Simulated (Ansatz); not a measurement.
# Electron scattering at the Σ5 (310) boundary in bcc Mo, part 3 of 3

How much does the Σ5 (310) boundary in bcc Mo reflect electrons?

Ansatz 0.2.0; Ansatz plane-wave DFT, PBEsol, PAW files; relaxation of a bicrystal slab with its lowest layers held; PAW set soft_1 (the session's first sound run).

So far. Step 3 (Transmission across the boundary): The larger of the two leads' potential steps is 9 meV from period to period, small in itself. The program estimates the junction's conductance to 6.5 % from the k-mesh, 0.7 % from the leads' distance from neutral and 3.8 % from their steps. Step 4 (Specific resistance): Averaged over the energies near the Fermi level, 53.5 % of the channels pass, which makes 0.696 fΩ m².

**5. Single-crystal slab for reference**

This step: Ansatz plane-wave DFT, PBEsol, PAW files; relaxation of a single-crystal slab with its lowest layers held; PAW set soft_1 (Ansatz 0.2.0).

System of this step: Mo slab, plane (3, 1, 0). The cell holds 20 atoms: 20 Mo. Cell: a = 5.219 Å, b = 3.147 Å, c = 29.908 Å, α = 90.0°, β = 90.0°, γ = 72.5°. It derives from Mo. Vacuum lies along c.

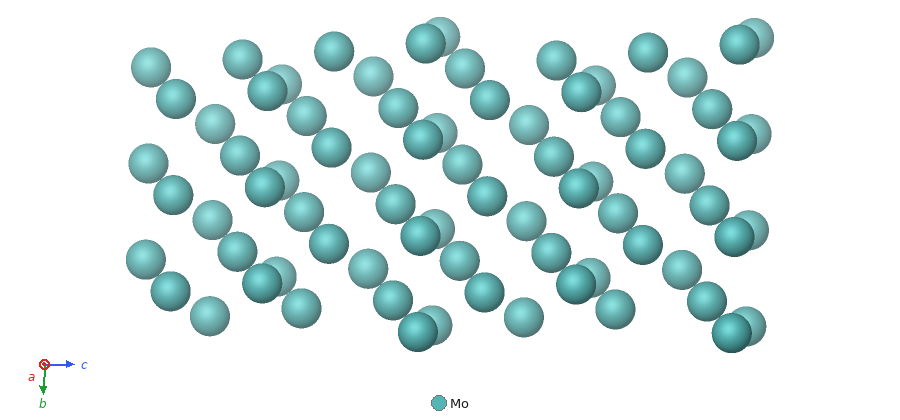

The cell of this step (molybdenum teal). 1×3×1 cells are drawn. Some periodic images of atoms are drawn too.

input.yaml reads:

```yaml
crystal:
  lattice:
    - [5.2187091076, 0.0, 0.0]
    - [0.9488562014, 3.0005467684, 0.0]
    - [0.0, 0.0, 29.9082068143]
  atoms:
    - { symbol: Mo, position: [0.3999999998, 0.3000000001, 0.167178194] }
    - { symbol: Mo, position: [0.7999999998, 0.6000000001, 0.2004522978] }
    - { symbol: Mo, position: [0.1999999998, 0.9000000001, 0.2337264017] }
    - { symbol: Mo, position: [0.5999999999, 0.2000000001, 0.2670005055] }
    - { symbol: Mo, position: [0.9999999999, 0.5000000001, 0.3002746094] }
    - { symbol: Mo, position: [0.3999999999, 0.8000000001, 0.3335487132] }
    - { symbol: Mo, position: [0.7999999999, 0.1000000001, 0.3668228171] }
    - { symbol: Mo, position: [0.1999999999, 0.4000000001, 0.400096921] }
    - { symbol: Mo, position: [0.5999999999, 0.7000000001, 0.4333710248] }
    - { symbol: Mo, position: [0.9999999999, 1.0e-10, 0.4666451287] }
    - { symbol: Mo, position: [0.3999999999, 0.3000000001, 0.4999192325] }
    - { symbol: Mo, position: [0.7999999999, 0.6000000001, 0.5331933364] }
    - { symbol: Mo, position: [0.1999999999, 0.9, 0.5664674402] }
    - { symbol: Mo, position: [0.5999999999, 0.2, 0.5997415441] }
    - { symbol: Mo, position: [1.0, 0.5, 0.633015648] }
    - { symbol: Mo, position: [0.4, 0.8, 0.6662897518] }
    - { symbol: Mo, position: [0.8, 0.1, 0.6995638557] }
    - { symbol: Mo, position: [0.2, 0.4, 0.7328379595] }
    - { symbol: Mo, position: [0.6, 0.7, 0.7661120634] }
    - { symbol: Mo, position: [0.0, 0.0, 0.7993861672] }
kpoints:
  mp_grid: { grid: [8, 8, 1] }
hamiltonian:
  xc: pbesol
  pseudopotentials: { kind: paw, azcp: { folder: soft_1 }, xc_functional: pbe }
scf:
  occupations: { method: fermi_dirac, width: 0.1 }
relax:
  f_tol: 0.03
  max_steps: 80
  constraints: [{ sites: [0, 1, 2, 3] }]
```

On the command line:

```bash
> ansatz run input.yaml --threads 4 --pin off --max-ram 15360MiB --backend cpu --events-out ev --progress --plain --runs-dir out
```

Numbers of over 12 decimals in the logs are rounded to 6 here.

Log:

```text
Warning: crystal.symmetry: narrowed to the stabiliser of the relax constraints — unitary ops 4 → 2; lowered at sites 0, 1, 2, 3, 16, 17, 18, 19 (the operations that carried what is held of a site onto what its image site leaves free; the constrained walk keeps no symmetry that its constraints do not admit)
[...]
Crystal: 20 atoms, lattice volume = 468.332 Å³
Basis set: ecut = 420 eV, 9191 PW (Γ), exchange–correlation on 72×48×400 points (8 copies of the dense FFT grid, shifted against one another)
Bands: 168, of which v1, the nominal top of the filled ones, is band 140 counted from 1 (139 counted from 0)
Symmetry: 2 space group operations
k-points: 21 of 64 (time reversal used)
[...]
SCF iter   1: F=—  HF=-97961.277617 eV  |F-HF|=—  |Δ(HF+E_count)|=         —  Δρ=9.42e-2  dr2=2.58e2  ethr=3.10e-3  ⟨swp⟩=8.5  Hψ=15690  notcnv=0
[...]
SCF iter   9: F=-97942.692065 eV  HF=-97942.692069 eV  |F-HF|=4.19e-6  |Δ(HF+E_count)|=   2.17e-6  Δρ=2.73e-5  dr2=1.02e-5  ethr=8.04e-9  ⟨swp⟩=4.1  Hψ=13623  notcnv=0
SCF 1 converged in 9 iterations: F = -97942.692065 eV  dr2 = 1.02e-5
[...]
relax step   1: F+E_penalty+E_count = -97942.69206494 eV  Δ(F+E_penalty+E_count) = +0.000e0 eV  max|allowed force component| = 2.259e0 eV/Å  Δτ_max = 0.0000 Å  (9 SCF iters, dr2 threshold 2.25e-5 eV, accepted)
[...]
SCF iter   6: F=-97943.012493 eV  HF=-97943.012497 eV  |F-HF|=3.31e-6  |Δ(HF+E_count)|=   4.71e-5  Δρ=3.93e-5  dr2=1.43e-5  ethr=5.08e-9  ⟨swp⟩=2.3  Hψ=13759  notcnv=0
SCF 2 converged in 6 iterations: F = -97943.012493 eV  dr2 = 1.43e-5
relax step   2: F+E_penalty+E_count = -97943.01249320 eV  Δ(F+E_penalty+E_count) = -3.204e-1 eV  max|allowed force component| = 5.421e-1 eV/Å  Δτ_max = 0.1949 Å  (6 SCF iters, dr2 threshold 1.00e-4 eV, accepted)
SCF iter   1: F=—  HF=-97943.382469 eV  |F-HF|=—  |Δ(HF+E_count)|=         —  Δρ=1.75e-2  dr2=9.55e0  ethr=3.10e-3  ⟨swp⟩=5.5  Hψ=8317  notcnv=0
[...]
SCF iter   7: F=-97943.068073 eV  HF=-97943.068075 eV  |F-HF|=2.33e-6  |Δ(HF+E_count)|=   8.00e-6  Δρ=2.45e-5  dr2=1.14e-5  ethr=6.56e-9  ⟨swp⟩=5.2  Hψ=13086  notcnv=0
SCF 3 converged in 7 iterations: F = -97943.068073 eV  dr2 = 1.14e-5
[...]
relax step   3: F+E_penalty+E_count = -97943.06807280 eV  Δ(F+E_penalty+E_count) = -5.558e-2 eV  max|allowed force component| = 2.963e-1 eV/Å  Δτ_max = 0.1943 Å  (7 SCF iters, dr2 threshold 1.84e-5 eV, accepted)
[...]
relax step   4: F+E_penalty+E_count = -97943.08690117 eV  Δ(F+E_penalty+E_count) = -1.883e-2 eV  max|allowed force component| = 5.898e-2 eV/Å  Δτ_max = 0.0482 Å  (6 SCF iters, dr2 threshold 5.49e-6 eV, accepted)
SCF iter   1: F=—  HF=-97943.091112 eV  |F-HF|=—  |Δ(HF+E_count)|=         —  Δρ=1.79e-3  dr2=2.22e-2  ethr=1.77e-4  ⟨swp⟩=2.4  Hψ=5841  notcnv=0
[...]
SCF iter   7: F=-97943.088286 eV  HF=-97943.088286 eV  |F-HF|=7.49e-9  |Δ(HF+E_count)|=   8.17e-8  Δρ=1.73e-6  dr2=2.77e-8  ethr=3.57e-11  ⟨swp⟩=5.1  Hψ=11388  notcnv=0
SCF 5 converged in 7 iterations: F = -97943.088286 eV  dr2 = 2.77e-8
relax step   5: F+E_penalty+E_count = -97943.08828595 eV  Δ(F+E_penalty+E_count) = -1.385e-3 eV  max|allowed force component| = 1.366e-2 eV/Å  Δτ_max = 0.0184 Å  (7 SCF iters, accepted)
SCF converged after 7 iterations
Free energy (F): -97943.088286 eV
[...]
Internal energy: -97942.564473 eV  (E = F + TS)
E sigma→0 (E₀):  -97942.826380 eV
Entropy (-TS):   -0.523813 eV (-26.191 meV/atom)
Fermi energy:    12.700230 eV
[...]
--- Forces (eV/Å), atoms counted from 1 ---
  atom   1  Mo     0.38981419    -0.12327007     2.24124682
  atom   2  Mo    -0.55138332     0.17436272    -0.22218215
  atom   3  Mo     0.09480309    -0.02997937    -1.18718019
  atom   4  Mo     0.05933355    -0.01876291    -0.81983361
  atom   5  Mo    -0.00112087     0.00035445    -0.00394457
  atom   6  Mo    -0.00067476     0.00021338     0.00366141
  atom   7  Mo     0.00090795    -0.00028712     0.00384994
  atom   8  Mo     0.00143752    -0.00045458     0.00262268
  atom   9  Mo     0.00278576    -0.00088093    -0.00622116
  atom  10  Mo    -0.00246468     0.00077940    -0.00550890
  atom  11  Mo     0.00086793    -0.00027446     0.00226609
  atom  12  Mo     0.00329213    -0.00104106    -0.00869627
  atom  13  Mo    -0.00503472     0.00159212    -0.00367750
  atom  14  Mo    -0.00545566     0.00172523    -0.01366103
  atom  15  Mo     0.00357813    -0.00113150     0.00829772
  atom  16  Mo    -0.00335588     0.00106122     0.00032671
  atom  17  Mo     0.00344384    -0.00108904    -0.00219034
  atom  18  Mo     0.00643328    -0.00203438     0.00472660
  atom  19  Mo     0.00730172    -0.00230901     0.00583771
  atom  20  Mo    -0.00435970     0.00137866     0.00020100
  max |Σ_I F_I| component: 1.49e-4 eV/Å
--- Relaxed structure (5 steps of the walk, 5 accepted, 0 SCFs on fresh bases) ---
  F+E_penalty+E_count = -97943.08828595 eV   max|allowed force component| = 1.366e-2 eV/Å
  atoms:
    - { symbol: Mo, position: [0.400000, 0.300000, 0.167178194] }
    - { symbol: Mo, position: [0.800000, 0.600000, 0.200452] }
    - { symbol: Mo, position: [0.200000, 0.900000, 0.2337264017] }
    - { symbol: Mo, position: [0.599999999865, 0.200000, 0.2670005055] }
    - { symbol: Mo, position: [1.002503, 0.498749, 0.299402] }
    - { symbol: Mo, position: [0.401052, 0.799474, 0.332818] }
    - { symbol: Mo, position: [0.799685, 0.100157, 0.365321] }
    - { symbol: Mo, position: [0.200170, 0.399915, 0.398481] }
    - { symbol: Mo, position: [0.600520, 0.699740, 0.431495] }
    - { symbol: Mo, position: [1.000806, -0.000403053, 0.464278] }
    - { symbol: Mo, position: [0.402031, 0.298984, 0.497512] }
    - { symbol: Mo, position: [0.802725, 0.598637, 0.530257] }
    - { symbol: Mo, position: [0.202962, 0.898519, 0.563286] }
    - { symbol: Mo, position: [0.603645, 0.198177, 0.596280] }
    - { symbol: Mo, position: [1.002591, 0.498705, 0.628951] }
    - { symbol: Mo, position: [0.399938, 0.800031, 0.662392] }
    - { symbol: Mo, position: [0.800559, 0.099721, 0.694370] }
    - { symbol: Mo, position: [0.204825, 0.397588, 0.728944] }
    - { symbol: Mo, position: [0.613086, 0.693457, 0.760873] }
    - { symbol: Mo, position: [-0.014146, 0.00707323, 0.786519] }
```

Wall time 4.5 min (4 threads of Arm Neoverse V1, shared host); peak memory 2.3 GiB.

Relaxation path:

```
step  energy less that of the first step (eV)  largest force component (eV/Å)
   1                                   0.0000                          2.2594
   2                                  -0.3204                          0.5421
   3                                  -0.3760                          0.2963
   4                                  -0.3948                          0.0590
   5                                  -0.3962                          0.0137
```

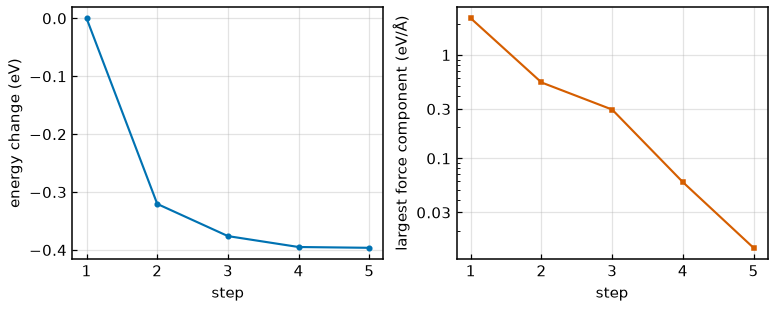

Energy and largest force along the relaxation.

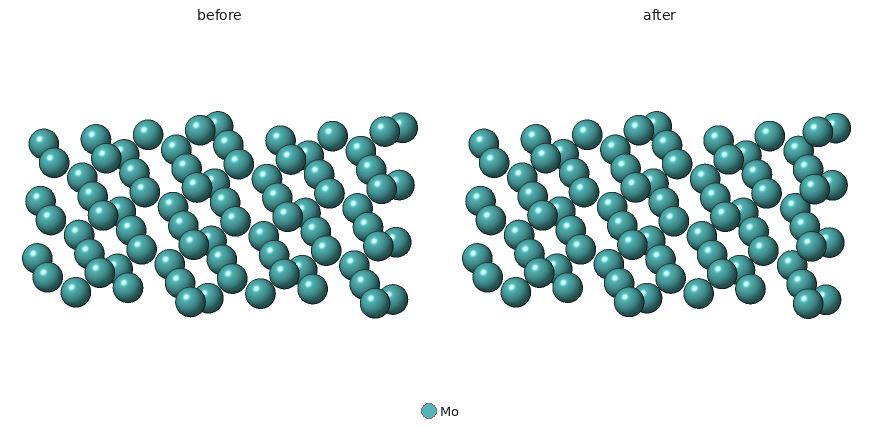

Before and after, at one scale.

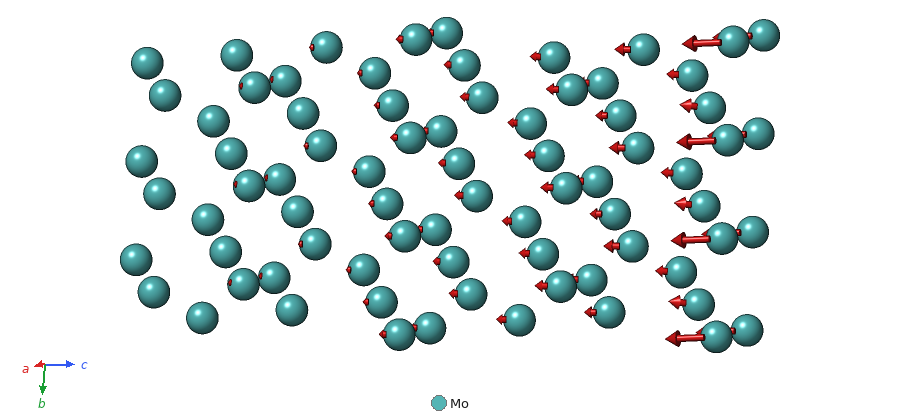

Displacements in the relaxation, exaggerated; the longest in the cell stands for 0.39 Å. 1×3×1 cells are drawn. Some periodic images of atoms are drawn too.

The atoms that moved most (Å):

```
atom      dx      dy      dz  length
Mo20  -0.067   0.021  -0.385   0.391
Mo19   0.062  -0.020  -0.157   0.170
Mo17   0.003  -0.001  -0.155   0.155
Mo15   0.012  -0.004  -0.122   0.122
Mo18   0.023  -0.007  -0.116   0.119
Mo16   0.000   0.000  -0.117   0.117
Mo14   0.017  -0.005  -0.104   0.105
Mo13   0.014  -0.004  -0.095   0.096
```

The relaxed structure:

```cif
data_structure
_symmetry_space_group_name_H-M 'P 1'
_symmetry_Int_Tables_number 1
_cell_length_a 5.2187
_cell_length_b 3.1470
_cell_length_c 29.9082
_cell_angle_alpha 90.000
_cell_angle_beta 90.000
_cell_angle_gamma 72.452
_cell_volume 468.33
loop_
_atom_site_label
_atom_site_type_symbol
_atom_site_fract_x
_atom_site_fract_y
_atom_site_fract_z
_atom_site_occupancy
Mo1 Mo 0.40000 0.30000 0.16718 1
Mo2 Mo 0.80000 0.60000 0.20045 1
Mo3 Mo 0.20000 0.90000 0.23373 1
Mo4 Mo 0.60000 0.20000 0.26700 1
Mo5 Mo 0.00250 0.49875 0.29940 1
Mo6 Mo 0.40105 0.79947 0.33282 1
Mo7 Mo 0.79969 0.10016 0.36532 1
Mo8 Mo 0.20017 0.39992 0.39848 1
Mo9 Mo 0.60052 0.69974 0.43149 1
Mo10 Mo 0.00081 0.99960 0.46428 1
Mo11 Mo 0.40203 0.29898 0.49751 1
Mo12 Mo 0.80273 0.59864 0.53026 1
Mo13 Mo 0.20296 0.89852 0.56329 1
Mo14 Mo 0.60365 0.19818 0.59628 1
Mo15 Mo 0.00259 0.49870 0.62895 1
Mo16 Mo 0.39994 0.80003 0.66239 1
Mo17 Mo 0.80056 0.09972 0.69437 1
Mo18 Mo 0.20482 0.39759 0.72894 1
Mo19 Mo 0.61309 0.69346 0.76087 1
Mo20 Mo 0.98585 0.00707 0.78652 1
```

This step gave:

| Property | Result |
| --- | --- |
| free energy | -97943.0883 eV |
| energy at zero smearing | -97942.8264 eV |
| Fermi energy | 12.70 eV |

The largest force component on a free atom ends at 0.014 eV/Å, under the tolerance of 0.03, after 5 steps.

**6. Bulk reference**

This step: Ansatz plane-wave DFT, PBEsol, PAW files; bulk reference; PAW set soft_1 (Ansatz 0.2.0).

System of this step: Mo. The structure is cubic, space group Im-3m (No. 229). Conventional cell: a = 3.147 Å, b = 3.147 Å, c = 3.147 Å, α = 90.00°, β = 90.00°, γ = 90.00°. Mo has 8 Mo at 2.73 Å nearest.

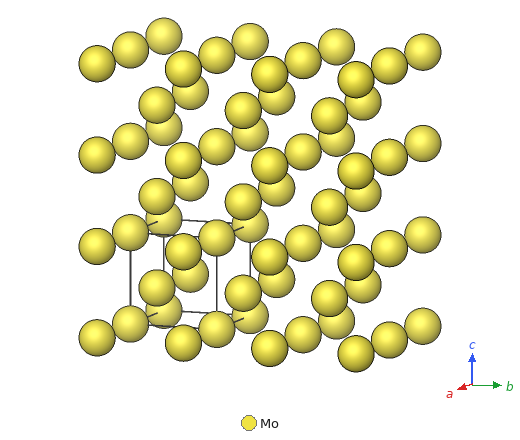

The cell of this step (molybdenum yellow). 2×3×3 conventional cells are drawn. Some periodic images of atoms are drawn too.

input.yaml, the sections that differ from step 5:

```yaml
crystal:
  lattice:
    - [-1.5735, 1.5735, 1.5735]
    - [1.5735, -1.5735, 1.5735]
    - [1.5735, 1.5735, -1.5735]
  atoms:
    - { symbol: Mo, position: [0.0, 0.0, 0.0] }
kpoints:
  mp_grid: { grid: [19, 19, 19] }
# hamiltonian, scf: as in step 5
# relax: removed
```

Log:

```text
[...]
Crystal: 1 atoms, lattice volume = 15.583 Å³
Basis set: ecut = 420 eV, 321 PW (Γ)
Bands: 11, of which v1, the nominal top of the filled ones, is band 7 counted from 1 (6 counted from 0)
Symmetry: 48 space group operations
[...]
k-points: 220 of 6859
[...]
SCF iter   1: F=—  HF=-4898.233879 eV  |F-HF|=—  |Δ(HF+E_count)|=         —  Δρ=1.11e-1  dr2=1.91e0  ethr=3.10e-3  ⟨swp⟩=5.0  Hψ=13477  notcnv=0
[...]
SCF iter   6: F=-4897.509336 eV  HF=-4897.509336 eV  |F-HF|=2.32e-8  |Δ(HF+E_count)|=   1.31e-7  Δρ=3.08e-5  dr2=3.98e-8  ethr=7.14e-10  ⟨swp⟩=3.0  Hψ=5729  notcnv=0
SCF 1 converged in 6 iterations: F = -4897.509336 eV  dr2 = 3.98e-8
[...]
SCF converged after 6 iterations
Free energy (F): -4897.509336 eV
[...]
Internal energy: -4897.488482 eV  (E = F + TS)
E sigma→0 (E₀):  -4897.498909 eV
Entropy (-TS):   -0.020855 eV (-20.855 meV/atom)
Fermi energy:    21.013861 eV
[...]
```

Elapsed: 0.68 s, on 4 threads; peak memory 0.29 GiB.

This step gave:

| Item | Value |
| --- | --- |
| free energy | -4897.5093 eV |
| energy at zero smearing | -4897.4989 eV |
| Fermi energy | 21.01 eV |

**7. Boundary energy**

This step: Ansatz plane-wave DFT, PBEsol, PAW files; bicrystal less single-crystal slab less bulk atoms, a boundary area; PAW set soft_1 (Ansatz 0.2.0).

Numbers from this step:

| Property | Result |
| --- | --- |
| excess energy of the cell | 1.904 eV |
| boundary energy | 1.948 J/m² |

The boundary costs 1.9 J/m².

By hand: 1.90 eV / 15.66 Å² × 16.02 = 1.95 J/m².

**8. What came out**

```yaml
specific_resistance_of_the_boundary: 0.696 fΩ m²
share_of_channels_that_pass: 0.535
boundary_energy: 1.95 J/m²
```

**Reading.** The boundary has a specific resistance of 0.70 fΩ m² and an energy of 1.9 J/m². The boundary reflects 46 % of the channels; 0.70 fΩ m² is 7.0×10⁻¹² Ω·cm². That equals the resistance of 13 nm of bulk Mo at 300 K (measured 5.52 µΩ cm, CRC Handbook of Chemistry and Physics, 84th ed., 2003, Electrical Resistivity of Pure Metals). One starting structure was relaxed; another shift or atom count at the boundary may lie lower.

[Logs are printed without paths, hosts, clocks, repeated set-up lines and the standing remarks that a program may print on its own settings, such as how far it seeks lower states.]

[Hosts, paths, dates, database ids (printed as entryN), source tags and the programs' standing remarks are cut or masked in the printed files.]
